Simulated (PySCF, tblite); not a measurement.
# C₂₀H₁₂BN: electronic excitations, NMR shifts

Wanted: electronic excitations, NMR shifts for C₂₀H₁₂BN (`B1C=c2c3cccc4ccc5ccc6ccc(c2c6c5c43)N1`).

Programs: tblite 0.8.0 and PySCF 2.14.0, with routines of our own; each step states its level. All values are computed. Atoms count from 0.

## Step 1: The starting structure

34 atoms, charge 0, multiplicity 1; geometry from: force field, distance geometry or constructed start.

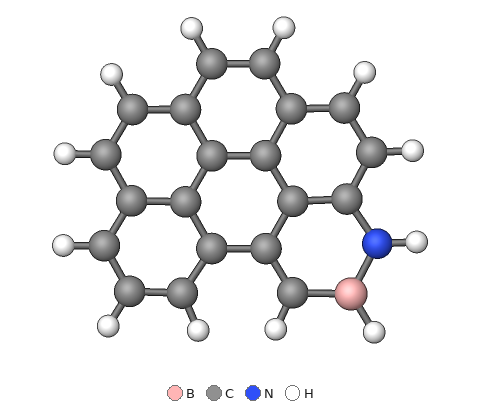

The starting geometry (boron pink, carbon grey, nitrogen blue, hydrogen white).

## Step 2: Geometry optimisation with GFN2-xTB

What the job is given:

```
{"job": {"kind": "relax", "xc": "GFN2-xTB", "basis": "xTB"}, "charge": 0, "multiplicity": 1}
B     -2.999100     2.728100     0.133900
C     -1.455900     2.716800     0.138400
C     -0.736400     1.551700     0.100600
C      0.694800     1.567800     0.103500
C      1.462000     2.758700     0.170100
C      2.853100     2.731000     0.172200
C      3.538000     1.525900     0.123700
C      2.832800     0.324900     0.071600
C      3.531600    -0.892600     0.021900
C      2.838500    -2.099500    -0.033200
C      1.440300    -2.115900    -0.047000
C      0.757100    -3.337000    -0.102500
C     -0.635000    -3.360500    -0.108000
C     -1.361100    -2.168100    -0.068800
C     -2.760900    -2.206600    -0.077300
C     -3.497900    -1.035800    -0.025100
C     -2.858900     0.209800     0.027800
C     -1.431700     0.287800     0.039100
C     -0.691900    -0.917100    -0.004900
C      0.720100    -0.895400     0.005700
C      1.405900     0.335700     0.062600
N     -3.676600     1.385400     0.072300
H     -3.623500     3.737400     0.181500
H     -1.020900     3.690400     0.189300
H      1.028700     3.745300     0.207300
H      3.407700     3.657900     0.221300
H      4.622300     1.532800     0.133900
H      4.612100    -0.903800     0.030200
H      3.405900    -3.023100    -0.073200
H      1.304600    -4.271400    -0.136100
H     -1.134200    -4.318000    -0.159100
H     -3.284600    -3.158200    -0.121900
H     -4.578500    -1.094100    -0.043000
H     -4.716700     1.327400     0.066700
```

Launch:

```
$ OMP_NUM_THREADS=1 python large_run.py task.json out
```

The driver reads the jobs from task.json and runs them one after another.

The program printed:

```text
step      E/eV     max force
  0   -1447.04940    2.292
  1   -1447.36666    1.629
  2   -1447.47084    1.164
  3   -1447.52317    0.477
  4   -1447.54562    0.385
  5   -1447.57300    0.414
  6   -1447.58780    0.312
  7   -1447.60105    0.248
  8   -1447.60905    0.168
  9   -1447.61364    0.128
 10   -1447.61575    0.100
 11   -1447.61719    0.080
 12   -1447.61832    0.070
 13   -1447.61905    0.044
 14   -1447.61942    0.037
 15   -1447.61963    0.032
 16   -1447.61980    0.028
 17   -1447.61995    0.025
 18   -1447.62005    0.014
```

It took 0.74 s on 1 thread of Arm Neoverse N1, shared host; peak memory 0.18 GiB.

The steps of the relaxation:

| step | energy from step 0 (eV) | largest force (eV/Å) |
| --- | --- | --- |
| 0 | 0.0000 | 2.2917 |
| 1 | -0.3173 | 1.6287 |
| 2 | -0.4214 | 1.1640 |
| 3 | -0.4738 | 0.4768 |
| 4 | -0.4962 | 0.3847 |
| 5 | -0.5236 | 0.4137 |
| 6 | -0.5384 | 0.3116 |
| 7 | -0.5516 | 0.2483 |
| 8 | -0.5596 | 0.1674 |
| 9 | -0.5642 | 0.1283 |
| 10 | -0.5663 | 0.1001 |
| 11 | -0.5678 | 0.0791 |
| 12 | -0.5689 | 0.0699 |
| 13 | -0.5696 | 0.0432 |
| 14 | -0.5700 | 0.0370 |
| 15 | -0.5702 | 0.0321 |
| 16 | -0.5704 | 0.0281 |
| 17 | -0.5705 | 0.0252 |
| 18 | -0.5706 | 0.0149 |

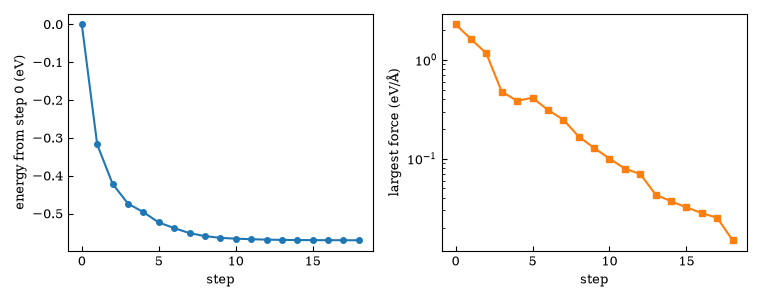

Energy and force, step by step.

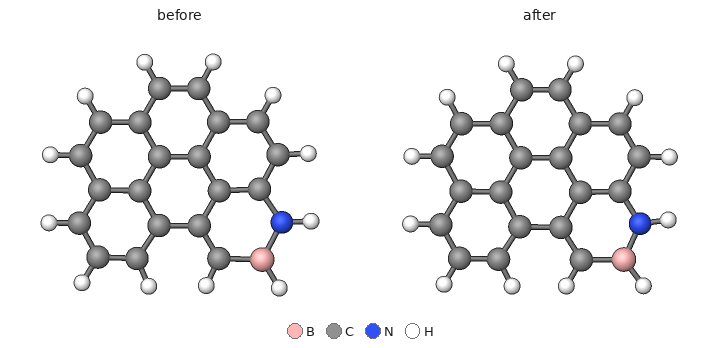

Before and after, at one scale.

Distances of close pairs at the start and the end, largest changes first:

| bond | before (Å) | after (Å) | change (Å) |
| --- | --- | --- | --- |
| B0–N21 | 1.505 | 1.408 | -0.097 |
| C16–N21 | 1.433 | 1.362 | -0.071 |
| C8–C9 | 1.393 | 1.355 | -0.038 |
| C11–C12 | 1.392 | 1.360 | -0.032 |
| C2–C3 | 1.431 | 1.463 | +0.032 |
| N21–H33 | 1.042 | 1.012 | -0.030 |
| C3–C4 | 1.418 | 1.389 | -0.029 |
| B0–C1 | 1.543 | 1.514 | -0.029 |

The final coordinates are the input of the step that follows.

## Step 3: Electronic excitations: TDA CAM-B3LYP/def2-SVP

What the job is given:

```
{"job": {"kind": "uv", "basis": "def2-SVP", "grid": 1, "kgrid": 0, "vcut": 1.5, "nstates": 6, "ntriplets": 2, "tda": true, "delta": ["ip_vertical"], "pop": true, "xc": "CAM-B3LYP"}, "charge": 0, "multiplicity": 1}
B     -3.008072     2.681358     0.134170
C     -1.494555     2.718853     0.143628
C     -0.745679     1.568737     0.099610
C      0.717131     1.567610     0.109375
C      1.457725     2.741245     0.165903
C      2.847190     2.730053     0.174690
C      3.533508     1.541689     0.127333
C      2.835235     0.328727     0.070134
C      3.527424    -0.911638     0.021123
C      2.854572    -2.086587    -0.034002
C      1.435929    -2.113231    -0.044521
C      0.730482    -3.336054    -0.101654
C     -0.629657    -3.355400    -0.111940
C     -1.374792    -2.155369    -0.065207
C     -2.785560    -2.167222    -0.075143
C     -3.487879    -1.002173    -0.029278
C     -2.828917     0.245228     0.029510
C     -1.423932     0.300182     0.040652
C     -0.698328    -0.916744    -0.007175
C      0.721889    -0.901556     0.002795
C      1.418367     0.336949     0.060977
N     -3.565124     1.389663     0.075207
H     -3.717487     3.612702     0.171713
H     -0.973129     3.664433     0.186449
H      0.960364     3.697277     0.204691
H      3.382852     3.667280     0.219458
H      4.613930     1.527667     0.133660
H      4.608465    -0.892330     0.029337
H      3.384292    -3.028031    -0.071305
H      1.296926    -4.255914    -0.137152
H     -1.166482    -4.292223    -0.155683
H     -3.299052    -3.116710    -0.119843
H     -4.569907    -1.010695    -0.036816
H     -4.565798     1.239975     0.063072
```

Method: TDA CAM-B3LYP/def2-SVP, vertical, gas phase, core orbitals frozen in the response, virtual orbitals cut by energy.

The program printed:

```text
start: PBE on a coarse grid of 29461 points
cycle   1  E = -847.0654566441  dE =  3.786e+00  |g| = 7.477e-01  |ddm| = 9.532e+00
cycle   2  E = -846.9007545649  dE =  1.647e-01  |g| = 1.043e+00  |ddm| = 2.824e+00
cycle   3  E = -847.1912842252  dE = -2.905e-01  |g| = 3.909e-01  |ddm| = 1.987e+00
cycle   4  E = -847.2380425553  dE = -4.676e-02  |g| = 7.253e-02  |ddm| = 6.214e-01
cycle   5  E = -847.2386228640  dE = -5.803e-04  |g| = 5.821e-02  |ddm| = 2.026e-01
cycle   6  E = -847.2395320111  dE = -9.091e-04  |g| = 2.046e-02  |ddm| = 1.041e-01
cycle   7  E = -847.2396394321  dE = -1.074e-04  |g| = 8.514e-03  |ddm| = 4.051e-02
final grid: 129816 points
cycle   8  E = -847.9921775147  dE = -1.366e-02  |g| = 4.022e-02  |ddm| = 8.906e-01
cycle   9  E = -847.9926510978  dE = -4.736e-04  |g| = 3.420e-02  |ddm| = 1.550e-01
cycle  10  E = -847.9929337987  dE = -2.827e-04  |g| = 1.378e-02  |ddm| = 6.465e-02
cycle  11  E = -847.9929959680  dE = -6.217e-05  |g| = 4.868e-03  |ddm| = 2.856e-02
cycle  12  E = -847.9930033953  dE = -7.427e-06  |g| = 1.568e-03  |ddm| = 8.639e-03
cycle  13  E = -847.9930054599  dE = -2.065e-06  |g| = 6.233e-04  |ddm| = 3.844e-03
cycle  14  E = -847.9930056895  dE = -2.297e-07  |g| = 2.373e-04  |ddm| = 2.213e-03
cycle  15  E = -847.9930053556  dE =  3.340e-07  |g| = 8.828e-05  |ddm| = 6.998e-04
converged SCF energy = -847.9930053556
Vertical ionisation energy (delta-SCF) = 7.1758 eV   <S^2> = 0.803

Static polarisability (au): isotropic 241.571, principal 88.319 308.069 328.324

Singlet excitations
state   eV       nm        f      main configurations
  1   3.7328    332.1   0.10712   H->L 0.39, H-1->L 0.33, H->L+1 0.17
  2   3.8512    321.9   0.20512   H->L 0.48, H-1->L 0.32, H->L+1 0.11
  3   4.6150    268.7   0.10405   H-2->L 0.47
  4   4.7301    262.1   0.27288   H->L+1 0.34, H->L+2 0.18, H-3->L 0.12
  5   4.9987    248.0   0.35108   H->L+2 0.54, H-1->L+1 0.21, H->L+1 0.10
  6   5.0704    244.5   0.22944   H-3->L 0.20, H->L+3 0.19, H-1->L+2 0.17

Triplet excitations (Tamm-Dancoff, eV): 2.3700 3.0823
```

It took 5.6 min on 1 thread of Arm Neoverse N1, shared host; peak memory 0.73 GiB.

Frontier orbitals and where they lie:

| orbital | eV | atoms |
| --- | --- | --- |
| HOMO−4 | -9.05 | C19 15 %, C2 15 %, C8 13 % |
| HOMO−3 | -8.60 | C15 15 %, C3 14 %, C6 14 % |
| HOMO−2 | -8.26 | C5 12 %, C7 10 %, C20 10 % |
| HOMO−1 | -7.12 | C11 15 %, C13 10 %, C9 8 % |
| HOMO | -6.75 | C1 19 %, C19 8 %, C6 8 % |
| LUMO | -1.01 | C1 12 %, C6 9 %, C4 8 % |
| LUMO+1 | 0.03 | C11 14 %, C12 12 %, C9 9 % |
| LUMO+2 | 0.74 | C17 12 %, C15 10 %, C20 10 % |
| LUMO+3 | 0.93 | C5 11 %, C16 11 %, C13 10 % |

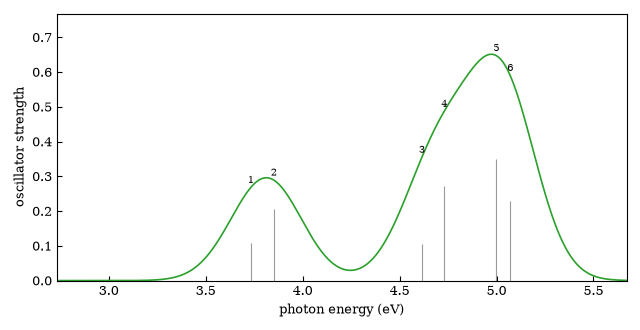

Absorption spectrum from the 6 singlet states computed; above the last one it falls off for lack of states. Lines are broadened to a width of 0.40 eV (Gaussian).

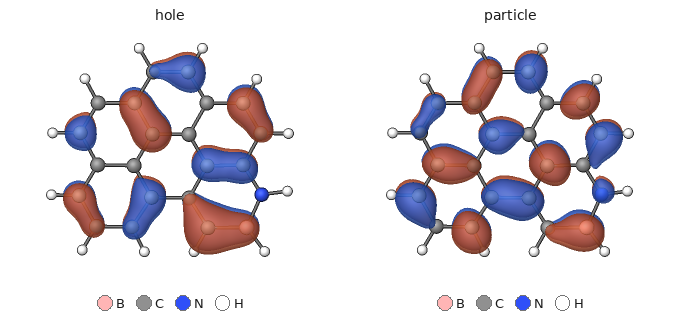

Leading natural transition orbitals of singlet state 5: the electron leaves the hole (left) for the particle orbital (right).

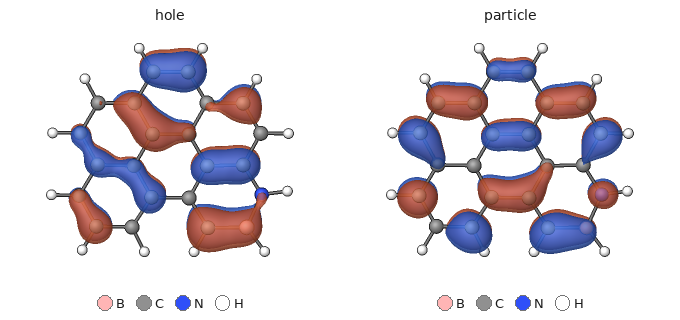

Leading natural transition orbitals of singlet state 1: the electron leaves the hole (left) for the particle orbital (right).

Ground-state properties from the same run:

| property | computed |
| --- | --- |
| dipole moment (D) | 1.60 |
| polarisability (Å³) | 35.80 |
| HOMO–LUMO gap (eV) | 5.74 |
| −ε(HOMO) (eV) | 6.75 |

The fields below are evaluated on a grid from the run's orbitals.

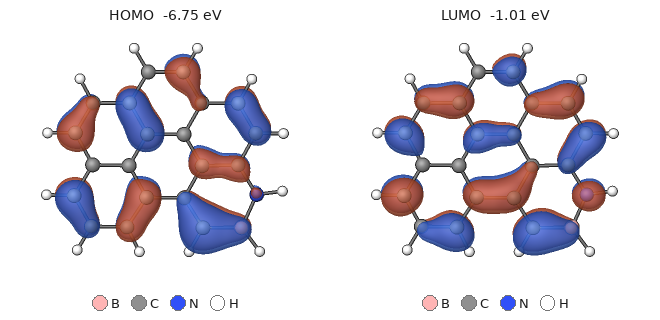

Frontier orbitals at CAM-B3LYP/def2-SVP; each surface holds 70 % of the orbital's density, blue and red mark the sign.

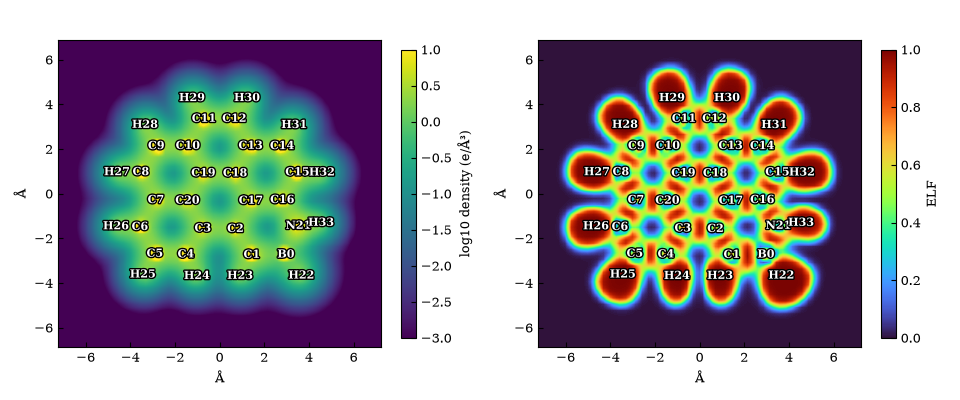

Density (left) and ELF (right) in a plane through or near 34 of the atoms.

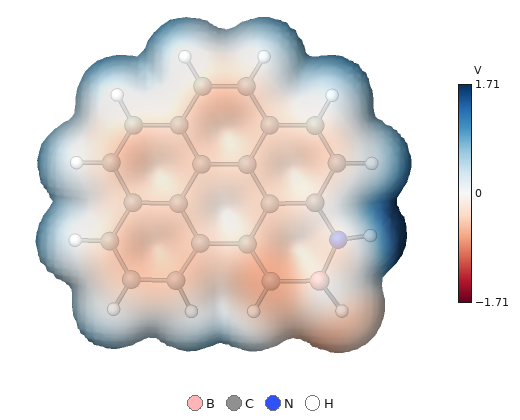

Electrostatic potential on the surface of density 0.002 e/bohr³; red is low, blue high. It runs from -0.63 V near C1 to 1.71 V near H33.

(Part 1 of 2 ends here.)
